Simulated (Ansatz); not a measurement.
GaH3O2 and related structures: several calculations on one system

### Relaxation

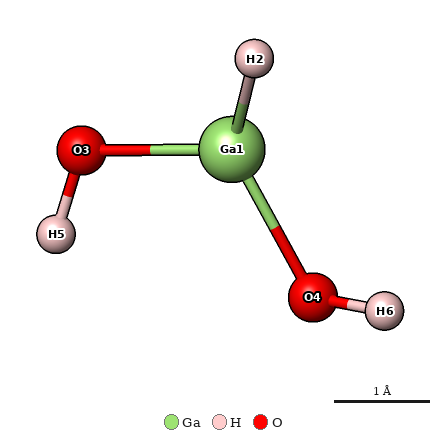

Starting structure of GaH₃O₂. Style: ball-and-stick. Shown at a tilt.

It is one of the separated reactants of a reaction.

All numbers below come from Ansatz, RKS PBE0-D4/def2-TZVP.

Input
```yaml
crystal:
  periodic: [false, false, false]
  atoms:
    - {symbol: Ga, position_ang: [-0.231058, 0.405735, 0.492498]}
    - {symbol: H, position_ang: [-1.211135, 1.609609, 0.361756]}
    - {symbol: O, position_ang: [-0.830528, -1.318974, 0.451924]}
    - {symbol: O, position_ang: [1.369744, 0.467127, 1.303496]}
    - {symbol: H, position_ang: [-0.361838, -1.888270, 1.065403]}
    - {symbol: H, position_ang: [1.673713, 1.349972, 1.517698]}
basis:
  gaussian: {orbitals: def2-TZVP}
hamiltonian: {xc: pbe0, dispersion: d4}
relax: {f_tol: 0.005, max_steps: 200}
```

Command:
```bash
ansatz run in.yaml --threads 4 --pin off --events-out ev --progress --plain --max-ram 9574MiB
```

Where does the relaxation end?

Answer. The largest move after the best rigid fit is that of Ga1, 0.21 Å. By element the largest moves are Ga 0.21 Å, H 0.20 Å, O 0.15 Å. Some distances before and after: Ga1–O3 1.826 → 1.777 Å, Ga1–H2 1.558 → 1.547 Å, Ga1–O4 1.796 → 1.786 Å. Bond angles that change, for instance: O3–Ga1–O4 109.6° → 112.6°. Groups turn about Ga1–O3 by about 25°. The energy falls by 3.93 kcal/mol in 6 geometry steps. Largest force component: 1 eV/Å at the start, 0.002 eV/Å at the end. The run took 20 s on 4 threads of Intel Xeon @ 2.50GHz (shared host).

Step by step:

```csv
step,"E − E(0), kcal/mol","largest force component, eV/Å"
0,0.00,1.0243
1,-2.81,0.4595
2,-3.27,0.6697
3,-3.77,0.1759
4,-3.92,0.0659
5,-3.93,0.0289
6,-3.93,0.0020
```

Final geometry:

```xyz
6

Ga   -0.3032    0.3906    0.6870
H    -1.1567    1.5977    0.2327
O    -0.9074   -1.2758    0.5671
O     1.3445    0.4752    1.3709
H    -0.2733   -1.9228    0.8860
H     1.7050    1.3602    1.4492
```

After the run, drawn alike:

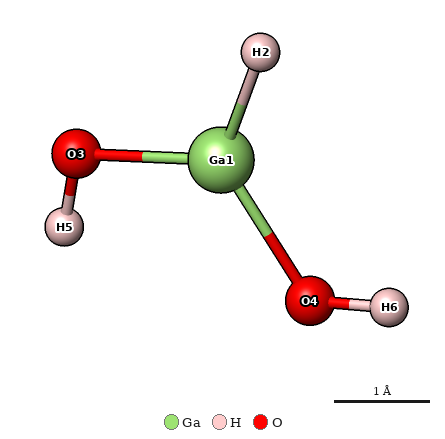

### Relaxation

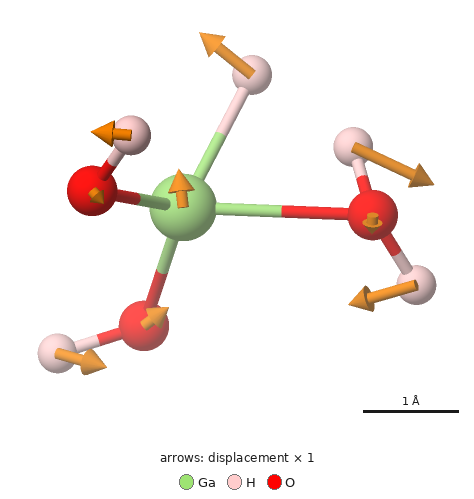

This is a relaxation of GaH5O3 (started from a transition state, displaced along its imaginary mode). The starting structure is drawn; orange arrows show the displacements, at their true length. The two geometries are superimposed by the best rigid fit.

Style: ball-and-stick. Shown from a free direction.

All numbers below come from Ansatz 0.2.0, RKS PBE0-D4/def2-TZVP. Set-up: force threshold 0.005 eV/Å; at most 200 steps.

### Which element moves most?

Hydrogen: up to 0.95 Å, against 0.42 Å for gallium.

### Describe the change and its energy.

An H atom moves most after the best rigid fit: 0.95 Å. Largest moves by element: H 0.95 Å, Ga 0.42 Å, O 0.35 Å. Among the contacts that change: Ga–O 2.012 → 2.157 Å, Ga–H 1.702 → 1.558 Å, H–O 0.891 → 0.962 Å, Ga–O 1.792 → 1.826 Å. Bond angles that change, for instance: Ga–O–H 70.9° → 115.7°, H–Ga–O 70.0° → 101.4°, Ga–O–H 116.2° → 87.1°. Over 13 geometry steps the energy falls by 118.6 kJ/mol. Largest force component: 5.8 eV/Å at the start, 0.0041 eV/Å at the end.

### Reaction

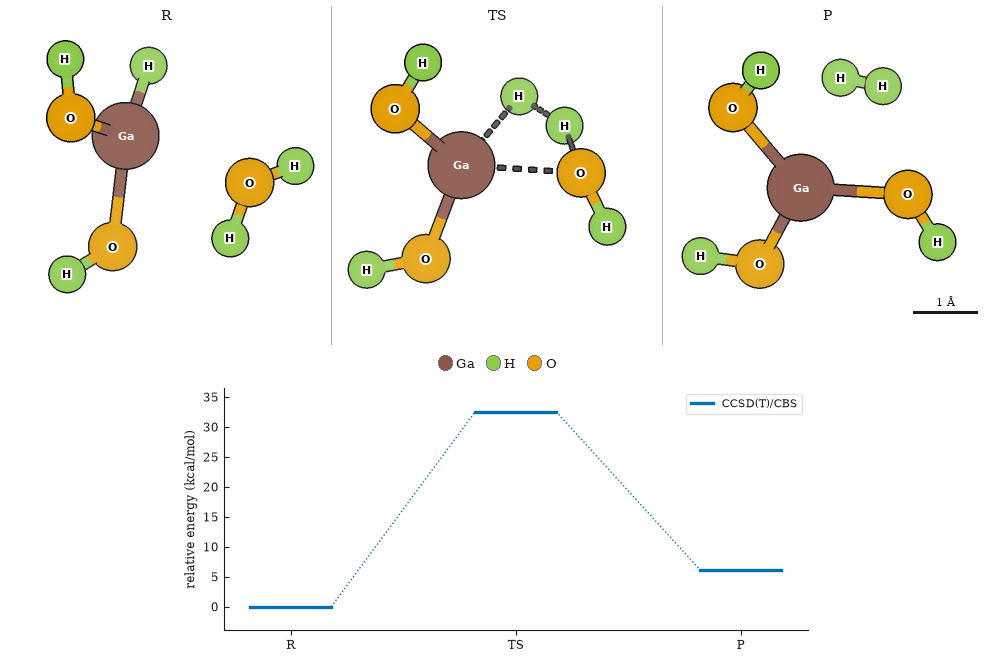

A reaction step of GaH₅O₃, with its energy diagram. A ball-and-stick model, seen at a tilt. Dashed sticks mark bonds that form or break.

Stationary points at PBE0-D4/def2-TZVP, single-point energies with CCSD(T)/CBS (def2-TZVPP where no basis is named; Ansatz 0.2.0). The energies are electronic, without zero-point or thermal terms, and both ends are the minima reached downhill from the saddle, with any fragments still in contact. CCSD(T)/CBS stands for a frozen-core estimate: MP2 correlation extrapolated from def2-TZVPP and def2-QZVPP, CCSD(T) minus MP2 from the smaller set.

### Describe the step and its energetics.

Counted by bonded pieces, R holds GaH₃O₂ + H₂O and P holds GaH₃O₃ + H₂. From R over the saddle to P, bonds form: Ga–O (2.16 → 1.93 → 1.78 Å), H–H (2.97 → 1.01 → 0.75 Å). Bonds break: Ga–H (1.56 → 1.83 → 2.78 Å), H–O (0.96 → 1.29 → 2.90 Å). The saddle has one imaginary mode, 1273i cm⁻¹. With CCSD(T)/CBS the barrier is 32.6 kcal/mol from R and 26.4 kcal/mol from P, and P lies 6.1 kcal/mol above R.

### Reaction

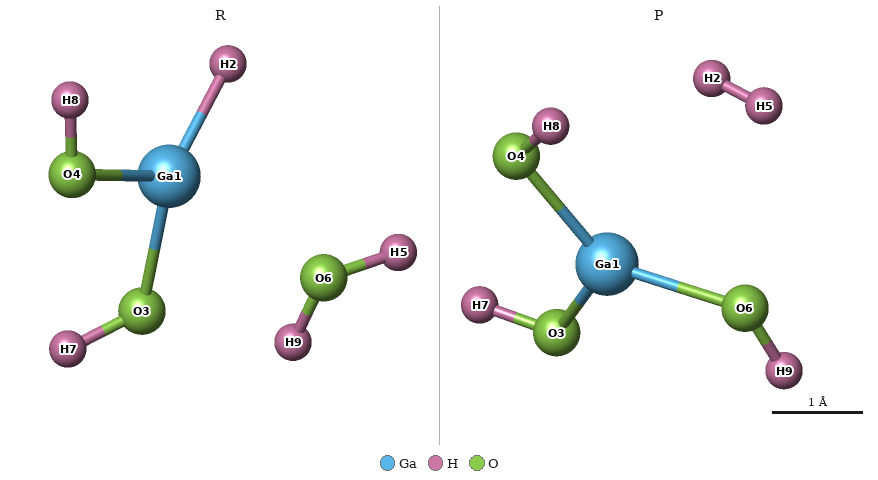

Reactant (R) and product (P) of one elementary step of GaH5O3. The picture is a ball-and-stick view, seen from a free direction.

Stationary points at PBE0-D4/def2-TZVP, single-point energies with PBE0-D4, CCSD(T)/CBS, wB97M-V, r2SCAN-D4, SPW92 (LDA), BLYP-D4 (def2-TZVPP where no basis is named; Ansatz 0.2.0). The energies are electronic, without zero-point or thermal terms, and both ends are the minima reached downhill from the saddle, with any fragments still in contact. CCSD(T)/CBS stands for a frozen-core estimate: MP2 correlation extrapolated from def2-TZVPP and def2-QZVPP, CCSD(T) minus MP2 from the smaller set.

R:
```xyz
9

Ga   -0.2265    0.4135    0.4881
H    -1.1962    1.6244    0.3450
O    -0.8412   -1.3062    0.4690
O     1.3764    0.4703    1.2954
H    -0.4252    0.3375   -2.2202
O     0.1701   -0.0621   -1.5783
H    -0.3764   -1.8723    1.0882
H     1.6885    1.3529    1.4986
H    -0.1695   -0.9580   -1.3858
```

P:
```xyz
9

Ga    0.3937   -0.4071    0.1297
H    -1.5875    1.5290   -0.1262
O    -0.7928   -1.6163    0.6601
O     1.1778    0.6427    1.3272
H    -1.3192    1.4749   -0.8235
O     0.8430   -0.2995   -1.5856
H    -0.9329   -1.6163    1.6096
H     1.8186    1.2441    0.9413
H     0.3993   -0.9515   -2.1328
```

### Predict the saddle point between them and the barrier.

Counted by bonded pieces, R holds GaH₃O₂ + H₂O and P holds GaH₃O₃ + H₂. From R over the saddle to P, bonds form: Ga1–O6 (2.16 → 1.93 → 1.78 Å), H2–H5 (2.97 → 1.01 → 0.75 Å). Bonds break: Ga1–H2 (1.56 → 1.83 → 2.78 Å), H5–O6 (0.96 → 1.29 → 2.90 Å). The saddle has one imaginary mode, 1273i cm⁻¹. With PBE0-D4 the barrier is 1.30 eV from R and 0.95 eV from P, and P lies 0.35 eV above R.

```tsv
level	barrier from R (eV)	barrier from P (eV)	P less R (eV)
PBE0-D4	1.30	0.95	0.35
CCSD(T)/CBS	1.41	1.15	0.27
wB97M-V	1.42	1.08	0.34
r2SCAN-D4	1.24	0.93	0.31
SPW92 (LDA)	1.10	0.53	0.57
BLYP-D4	1.24	1.04	0.20
```

Against CCSD(T)/CBS, wB97M-V comes closest on the barrier from R (+0.01 eV) and SPW92 (LDA) misses most (−0.31 eV).

Saddle geometry:

```xyz
9

Ga    0.0167   -0.0497    0.3317
H    -1.1053    1.2285   -0.3487
O    -0.8892   -1.5306    0.7204
O     1.2577    0.6037    1.4254
H    -0.6328    0.8421   -1.1502
O     0.3196    0.0798   -1.5723
H    -0.7396   -1.8481    1.6132
H     1.7322    1.3578    1.0706
H     0.0407   -0.6837   -2.0898
```

The saddle point in the same view, with dashed sticks for the bonds that form or break:

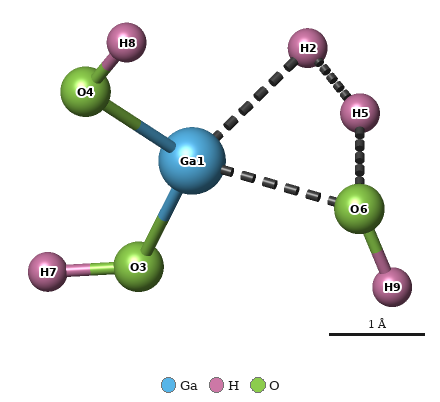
